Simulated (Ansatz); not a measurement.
**Squeezing and shearing H5C5NCl2 (P2_1/m) (156 atoms)**

How stiff is H5C5NCl2 (P2_1/m) (156 atoms), and how do its levels respond to strain?

Program: Ansatz 0.2.0. Level of theory: Kohn-Sham DFT, revPBE+D4, PAW (set soft_2), plane waves. Results are calculated unless marked as measured.

### Step 1. The structure

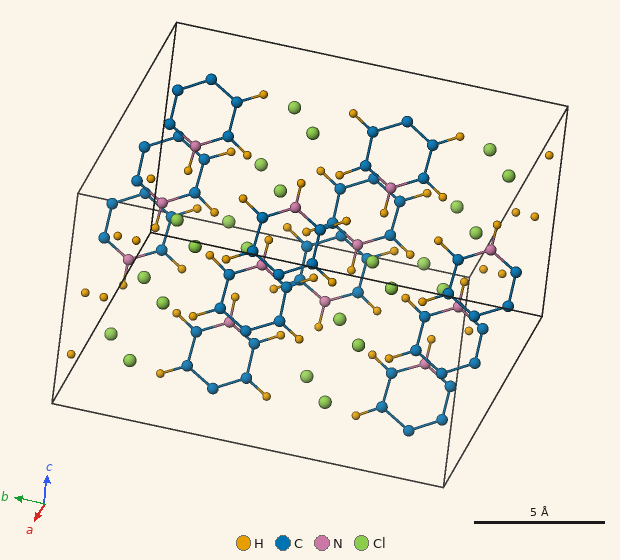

The starting structure, seen from a free direction (hydrogen orange, carbon blue, nitrogen pink, chlorine green). Bonds to atoms that aren't drawn are left out.

The cell holds 156 atoms: 60 H, 60 C, 12 N and 24 Cl. Its edges and angles: a = 13.541 Å, b = 15.850 Å, c = 8.898 Å, α = 90.0°, β = 99.2°, γ = 90.0°. It derives from H5C5NCl2 (P2_1/m), repeated 3×2×1. H5C5NCl2, space group P2_1/m, structure from the Crystallography Open Database, 3 x 2 x 1 conventional cells; every coordinate displaced by a Gaussian of 0.01 Å; bonds to H set to neutron lengths (C-H 1.089, N-H 1.015, O-H 0.983, B-H 1.19 Å) where the listed ones are shorter.

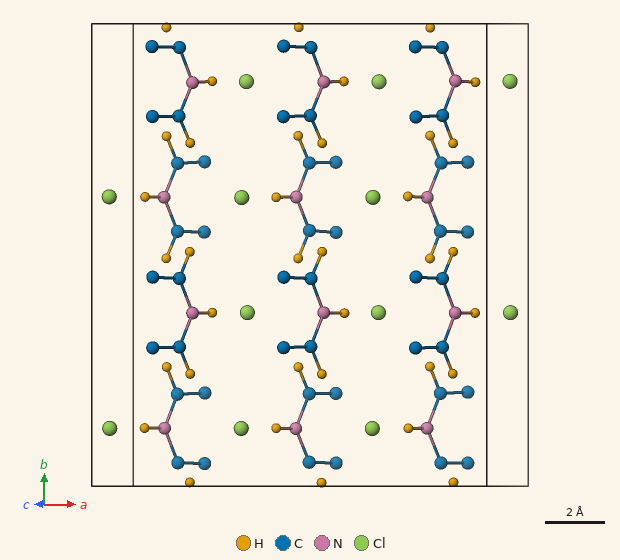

A slice 6 Å thick through the middle of the cell. Bonds to atoms that aren't drawn are left out.

What the set-up can't give: The Brillouin zone is sampled at Γ only.

### Step 2. Single point at the start

The forces at the start show how far the geometry lies from a minimum of this functional.

Contents of input.yaml:

```yaml
crystal:
  lattice:
    - [13.5411, 0.0, 0.0]
    - [0.0, 15.85, 0.0]
    - [-1.41848, 0.0, 8.78421]
  atoms:
    - { symbol: H, position: [0.0756, 0.12551, 0.44716] }
    - { symbol: H, position: [0.25812, 0.37516, 0.55226] }
    - { symbol: H, position: [0.12082, 0.49275, 0.35572] }
    - { symbol: H, position: [0.21175, 0.24269, 0.64365] }
    - { symbol: H, position: [0.2109, 0.00788, 0.64366] }
    - { symbol: H, position: [0.12223, 0.25769, 0.35729] }
    - { symbol: H, position: [0.22474, 0.48936, 0.15023] }
    - { symbol: H, position: [0.10919, 0.23838, 0.8501] }
    - { symbol: H, position: [0.10891, 0.01066, 0.85153] }
    - { symbol: H, position: [0.22379, 0.25901, 0.14846] }
    - { symbol: C, position: [0.14554, 0.05032, 0.309] }
    - { symbol: C, position: [0.18949, 0.3008, 0.69174] }
    - { symbol: C, position: [0.18938, 0.44905, 0.69178] }
    - { symbol: C, position: [0.14401, 0.1987, 0.30763] }
    - { symbol: C, position: [0.20096, 0.0487, 0.19282] }
    - { symbol: C, position: [0.13381, 0.29903, 0.80491] }
    - { symbol: C, position: [0.13412, 0.4519, 0.80694] }
    - { symbol: C, position: [0.20155, 0.20141, 0.19255] }
    - { symbol: C, position: [0.22547, 0.12537, 0.13463] }
    - { symbol: C, position: [0.10627, 0.37472, 0.86431] }
    - { symbol: "N", position: [0.1175, 0.12525, 0.36249] }
    - { symbol: "N", position: [0.21712, 0.37426, 0.63821] }
    - { symbol: Cl, position: [0.29029, 0.12507, 0.98047] }
    - { symbol: Cl, position: [0.04391, 0.37508, 0.01983] }
    - { symbol: Cl, position: [0.00574, 0.12484, 0.62322] }
    - { symbol: Cl, position: [0.32855, 0.37517, 0.37755] }
    - { symbol: H, position: [0.07674, 0.62557, 0.44641] }
    - { symbol: H, position: [0.2581, 0.87579, 0.55383] }
    - { symbol: H, position: [0.12147, 0.99223, 0.35725] }
    - { symbol: H, position: [0.21163, 0.74224, 0.64302] }
    - { symbol: H, position: [0.2106, 0.50681, 0.64147] }
    - { symbol: H, position: [0.12183, 0.75692, 0.35762] }
    [... 118 atom lines left out ...]
    - { symbol: "N", position: [0.78261, 0.62463, 0.36078] }
    - { symbol: "N", position: [0.88309, 0.87649, 0.63918] }
    - { symbol: Cl, position: [0.95626, 0.62415, 0.97972] }
    - { symbol: Cl, position: [0.71107, 0.87509, 0.01955] }
    - { symbol: Cl, position: [0.67224, 0.62468, 0.62237] }
    - { symbol: Cl, position: [0.99357, 0.87558, 0.37543] }
kpoints:
  mp_grid: { grid: [1, 1, 1] }
hamiltonian:
  xc: revpbe
  dispersion: d4
scf:
  occupations: { method: fermi_dirac, width: 0.05 }
output:
  forces: true
```

Run with:

```
$ ansatz run input.yaml --threads 4 --pin off --max-ram 8192MiB --backend cpu --events-out ev --progress --plain --runs-dir out
```

Numbers of over 12 decimals in the logs are rounded to 6 here.

What it wrote:

```text
[...]
Pseudopotentials: kind: paw
Pseudopotential: H, paw, valence charge 1, recommended cutoff 420 eV (normal), H.paw.azcp
Pseudopotential: C, paw, valence charge 4, recommended cutoff 420 eV (normal), C.paw.azcp
Pseudopotential: N, paw, valence charge 5, recommended cutoff 420 eV (normal), N.paw.azcp
Pseudopotential: Cl, paw, valence charge 7, recommended cutoff 420 eV (normal), Cl.paw.azcp
[... 5 lines on functional and potentials left out ...]
Crystal: 156 atoms, lattice volume = 1885.324 Å³
Basis set: ecut = 420 eV, 36841 PW (Γ), exchange–correlation on 192×216×120 points (8 copies of the dense FFT grid, shifted against one another)
Bands: 420, of which v1, the nominal top of the filled ones, is band 264 counted from 1 (263 counted from 0)
Symmetry: 1 space group operations
Space group: P1 (ITA 1), of the structure as read, at distance tolerance 1.2e-4 Å
k-points: 1
[... 12 lines on functional and potentials left out ...]
Initial density: superposition of atomic densities (neutral atoms: chi_scale 0, normalization atom), corrected by the library's trained network
Initial wavefunctions: pseudopotential atomic-orbital guess
[...]
SCF iter   1: F=—  HF=-46714.672883 eV  |F-HF|=—  |Δ(HF+E_count)|=         —  Δρ=5.22e-3  dr2=7.75e-1  ethr=1.77e-3  ⟨swp⟩=6.0  Hψ=1896  notcnv=0  defer=55
preconditioner: auto → Resta (q_TF=auto, 2.207 Å⁻¹)  ε∞=2.7  [insulator: Δε(μ)=2.871 eV  Ē_g=14.997 eV  σ=0.050 eV  W_gap=1.00  n_scr=346 (ndim 8)  ℏωp=19.7 eV  f_vac=0.066  D(μ)=0.00/eV (n_scr^D=0)  ε∞_Penn≈2.7]
SCF iter   2: F=—  HF=-46714.516849 eV  |F-HF|=—  |Δ(HF+E_count)|=   1.56e-1  Δρ=2.29e-3  dr2=9.04e-2  ethr=1.47e-4  ⟨swp⟩=3.0  Hψ=760  notcnv=0  defer=132
SCF iter   3: F=—  HF=-46714.521140 eV  |F-HF|=—  |Δ(HF+E_count)|=   4.29e-3  Δρ=9.65e-4  dr2=1.90e-2  ethr=1.71e-5  ⟨swp⟩=2.0  Hψ=433  notcnv=0  defer=19
automatic band count: iteration 3 solves 307 bands in place of 420: the levels show a gap, and the empty bands left out lie too high to hold charge; the band table lists the bands solved (type scf.n_extra_bands for more)
SCF iter   4: F=—  HF=-46714.524687 eV  |F-HF|=—  |Δ(HF+E_count)|=   3.55e-3  Δρ=3.59e-4  dr2=2.62e-3  ethr=3.59e-6  ⟨swp⟩=2.0  Hψ=538  notcnv=0  defer=19
SCF iter   5: F=—  HF=-46714.525366 eV  |F-HF|=—  |Δ(HF+E_count)|=   6.79e-4  Δρ=1.30e-4  dr2=3.15e-4  ethr=4.96e-7  ⟨swp⟩=2.0  Hψ=541  notcnv=0  defer=19
SCF iter   6: F=—  HF=-46714.525562 eV  |F-HF|=—  |Δ(HF+E_count)|=   1.96e-4  Δρ=4.68e-5  dr2=4.06e-5  ethr=5.96e-8  ⟨swp⟩=2.0  Hψ=524  notcnv=0  defer=19
SCF iter   7: F=—  HF=-46714.526069 eV  |F-HF|=—  |Δ(HF+E_count)|=   5.07e-4  Δρ=1.22e-5  dr2=2.87e-6  ethr=7.70e-9  ⟨swp⟩=2.0  Hψ=530  notcnv=0  defer=19
SCF iter   8: F=—  HF=-46714.526074 eV  |F-HF|=—  |Δ(HF+E_count)|=   4.85e-6  Δρ=4.33e-6  dr2=3.75e-7  ethr=5.43e-10  ⟨swp⟩=2.0  Hψ=530  notcnv=0  defer=19
SCF iter   9: F=-46714.526075 eV  HF=-46714.526075 eV  |F-HF|=3.20e-10  |Δ(HF+E_count)|=   6.02e-7  Δρ=2.18e-6  dr2=9.80e-8  ethr=1.89e-11  ⟨swp⟩=5.0  Hψ=1115  notcnv=0
SCF 1 converged in 9 iterations: F = -46714.526075 eV  dr2 = 9.80e-8
[...]
SCF converged after 9 iterations
Free energy (F): -46714.526075 eV
Harris-Foulkes:  -46714.526075 eV  (|F-HF|=3.20e-10)
Internal energy: -46714.526075 eV  (E = F + TS)
E sigma→0 (E₀):  -46714.526075 eV
Fermi energy:    2.664560 eV
--- Per-component energies (eV) ---
[...]
Σ components = -46714.526075   (vs F -46714.526075, Δ=0.00e0)
--- Forces (eV/Å), atoms counted from 1 ---
  atom   1  H     -1.17919933    -0.03318752     1.45872266
  atom   2  H      1.15933584    -0.06538003    -1.40459680
  atom   3  H     -0.33245070    -0.16244946     0.29069735
  atom   4  H      0.42548292    -0.20399370    -0.26998799
[...]
atom 156  Cl     0.07359020    -0.03131202    -0.04256705
  max |Σ_I F_I| component: 1.81e-5 eV/Å
```

Elapsed: 9.3 s, on 4 threads of Intel Xeon 6975P-C (Granite Rapids), shared host; peak memory 2.5 GiB.

The r.m.s. force at the start is 0.70 eV/Å.

### Step 3. Cell and atoms relaxed

The cell is relaxed with the atoms, since the starting lattice needn't suit this functional.

Contents of input.yaml:

```yaml
crystal:
  lattice:
    - [13.5411, 0.0, 0.0]
    - [0.0, 15.85, 0.0]
    - [-1.41848, 0.0, 8.78421]
  atoms:
    [... the 156 atom lines of step 2 ...]
kpoints:
  mp_grid: { grid: [1, 1, 1] }
hamiltonian:
  xc: revpbe
  dispersion: d4
scf:
  occupations: { method: fermi_dirac, width: 0.05 }
output:
  forces: true
relax:
  f_tol: 0.05
  max_steps: 150
  cell: {}
```

What it wrote:

```text
[...]
Crystal: 156 atoms, lattice volume = 1885.324 Å³
Basis set: ecut = 420 eV, 36841 PW (Γ), exchange–correlation on 192×216×120 points (8 copies of the dense FFT grid, shifted against one another)
Bands: 420, of which v1, the nominal top of the filled ones, is band 264 counted from 1 (263 counted from 0)
Symmetry: 1 space group operations
[...]
k-points: 1
[...]
SCF iter   1: F=—  HF=-46714.672883 eV  |F-HF|=—  |Δ(HF+E_count)|=         —  Δρ=5.22e-3  dr2=7.75e-1  ethr=1.77e-3  ⟨swp⟩=6.0  Hψ=1896  notcnv=0  defer=55
[...]
SCF iter   8: F=—  HF=-46714.526074 eV  |F-HF|=—  |Δ(HF+E_count)|=   4.97e-6  Δρ=4.47e-6  dr2=4.07e-7  ethr=5.71e-10  ⟨swp⟩=2.0  Hψ=530  notcnv=0  defer=132
SCF iter   9: F=-46714.526075 eV  HF=-46714.526075 eV  |F-HF|=1.17e-8  |Δ(HF+E_count)|=   6.11e-7  Δρ=2.15e-6  dr2=9.65e-8  ethr=1.89e-11  ⟨swp⟩=4.0  Hψ=1191  notcnv=0
SCF 1 converged in 9 iterations: F = -46714.526075 eV  dr2 = 9.65e-8
[...]
relax step   1: F+E_penalty+E_count = -46714.52607454 eV  Δ(F+E_penalty+E_count) = +0.000e0 eV  max|allowed force component| = 2.452e0 eV/Å  Δτ_max = 0.0000 Å  P = +2.299 GPa  Ω = 1885.324 Å³  (9 SCF iters, dr2 threshold 1.00e-7 eV, accepted)
[... from here on, the SCF cycles and remarks between the steps are left out ...]
relax step   2: F+E_penalty+E_count = -46716.14803231 eV  Δ(F+E_penalty+E_count) = -1.622e0 eV  max|allowed force component| = 9.389e-1 eV/Å  Δτ_max = 0.1938 Å  P = +1.181 GPa  Ω = 1782.898 Å³  energy of the carried Pulay correction = +1.777e-1 eV  (8 SCF iters, dr2 threshold 1.56e-5 eV, accepted)
relax step   3: F+E_penalty+E_count = -46716.50399553 eV  Δ(F+E_penalty+E_count) = -3.560e-1 eV  max|allowed force component| = 4.648e-1 eV/Å  Δτ_max = 0.1903 Å  P = -0.038 GPa  Ω = 1861.429 Å³  energy of the carried Pulay correction = +4.058e-2 eV  (8 SCF iters, dr2 threshold 1.56e-5 eV, accepted)
relax step   4: F+E_penalty+E_count = -46716.40666324 eV  Δ(F+E_penalty+E_count) = +9.733e-2 eV  max|allowed force component| = 3.271e-1 eV/Å  Δτ_max = 0.1807 Å  P = -0.528 GPa  Ω = 1882.590 Å³  energy of the carried Pulay correction = +4.618e-3 eV  (8 SCF iters, dr2 threshold 1.35e-5 eV, rejected (line search))
relax step   5: F+E_penalty+E_count = -46716.69952872 eV  Δ(F+E_penalty+E_count) = -1.955e-1 eV  max|allowed force component| = 8.348e-2 eV/Å  Δτ_max = 0.0941 Å  P = +0.160 GPa  Ω = 1862.386 Å³  energy of the carried Pulay correction = +3.895e-2 eV  (12 SCF iters, accepted)
relax step   6: F+E_penalty+E_count = -46716.72543271 eV  Δ(F+E_penalty+E_count) = -2.590e-2 eV  max|allowed force component| = 2.362e-2 eV/Å  Δτ_max = 0.0379 Å  P = -0.016 GPa  Ω = 1868.048 Å³  energy of the carried Pulay correction = +2.929e-2 eV  (8 SCF iters, dr2 threshold 4.36e-7 eV, accepted)
relax step   7: F+E_penalty+E_count = -46716.73427563 eV  Δ(F+E_penalty+E_count) = -8.843e-3 eV  max|allowed force component| = 1.792e-2 eV/Å  Δτ_max = 0.0180 Å  P = +0.016 GPa  Ω = 1865.355 Å³  energy of the carried Pulay correction = +3.388e-2 eV  (9 SCF iters, dr2 threshold 7.74e-9 eV, accepted)
relax step   8: F+E_penalty+E_count = -46716.73954905 eV  Δ(F+E_penalty+E_count) = -5.273e-3 eV  max|allowed force component| = 1.617e-2 eV/Å  Δτ_max = 0.0137 Å  P = -0.005 GPa  Ω = 1862.992 Å³  energy of the carried Pulay correction = +3.792e-2 eV  (9 SCF iters, dr2 threshold 8.27e-9 eV, accepted)
relax step   9: F+E_penalty+E_count = -46716.70614775 eV  Δ(F+E_penalty+E_count) = +3.340e-2 eV  max|allowed force component| = 1.616e-2 eV/Å  Δτ_max = 0.0000 Å  P = -0.038 GPa  Ω = 1862.992 Å³  stress off target by 6.70e-2 GPa  SCF on the basis re-selected at this cell (its energy is not comparable with the rows above)  (6 SCF iters)
relax step  10: F+E_penalty+E_count = -46716.72316014 eV  Δ(F+E_penalty+E_count) = -1.701e-2 eV  max|allowed force component| = 1.192e-2 eV/Å  Δτ_max = 0.0079 Å  P = +0.006 GPa  Ω = 1854.311 Å³  energy of the carried Pulay correction = +1.511e-2 eV  (8 SCF iters, dr2 threshold 1.12e-8 eV, accepted)
relax step  11: F+E_penalty+E_count = -46716.72351392 eV  Δ(F+E_penalty+E_count) = -3.538e-4 eV  max|allowed force component| = 1.172e-2 eV/Å  Δτ_max = 0.0152 Å  P = +0.008 GPa  Ω = 1854.313 Å³  energy of the carried Pulay correction = +1.544e-2 eV  (9 SCF iters, accepted)
relax step  12: F+E_penalty+E_count = -46716.71282557 eV  Δ(F+E_penalty+E_count) = +1.069e-2 eV  max|allowed force component| = 1.165e-2 eV/Å  Δτ_max = 0.0000 Å  P = +0.003 GPa  Ω = 1854.313 Å³  stress off target by 2.12e-2 GPa  SCF on the basis re-selected at this cell (its energy is not comparable with the rows above)  (5 SCF iters)
[...]
SCF converged after 5 iterations
Free energy (F): -46716.712826 eV
[...]
Internal energy: -46716.712826 eV  (E = F + TS)
E sigma→0 (E₀):  -46716.712826 eV
Fermi energy:    2.742234 eV
[...]
Σ components = -46716.712826   (vs F -46716.712826, Δ=0.00e0)
--- Forces (eV/Å), atoms counted from 1 ---
  atom   1  H     -0.00144501     0.00020811     0.00357417
  atom   2  H      0.00229431    -0.00073667    -0.00284344
  atom   3  H      0.00028184    -0.00106516     0.00153794
  atom   4  H     -0.00058612    -0.00097991    -0.00202527
[...]
atom 156  Cl     0.00319400    -0.00431789    -0.00127979
  max |Σ_I F_I| component: 1.57e-6 eV/Å
--- Stress (GPa, compression-positive) ---
        0.017538       0.001669      -0.008698
        0.001669      -0.006643      -0.001858
       -0.008698      -0.001858      -0.000506
  P = ⅓ Tr σ = 0.0035 GPa (0.035 kbar)
--- Relaxed structure (10 steps of the walk, 9 accepted, 2 SCFs on fresh bases) ---
  F+E_penalty+E_count = -46716.71282557 eV   max|allowed force component| = 1.165e-2 eV/Å   (the final SCF, on the basis selected at the relaxed cell)
  cell:  # Å, volume = 1854.3128 Å³
    - [13.590000, -0.000266268, -0.185577]
    - [-0.000311669, 15.945748, 0.00142729]
    - [-1.543987, 0.000818908, 8.578027]
  atoms:
    - { symbol: H, position: [0.069987, 0.125078, 0.452138] }
    - { symbol: H, position: [0.263244, 0.374923, 0.547297] }
    - { symbol: H, position: [0.113572, 0.494455, 0.356497] }
    - { symbol: H, position: [0.219597, 0.244363, 0.643176] }
[...]
- { symbol: Cl, position: [0.997324, 0.875325, 0.377005] }
```

The job ended after 2.2 min (4 threads; peak memory 2.6 GiB; 8.2 min of CPU time).

The relaxation converged after 10 steps, with a largest force component of 0.012 eV/Å.

(Continued in part 2 of 3.)

[Logs are printed without paths, hosts, clocks, repeated set-up lines and the standing remarks that a program may print on its own settings, such as how far it seeks lower states.]

[Hosts, paths, dates, database ids (printed as entryN), source tags and the programs' standing remarks are cut or masked in the printed files.]
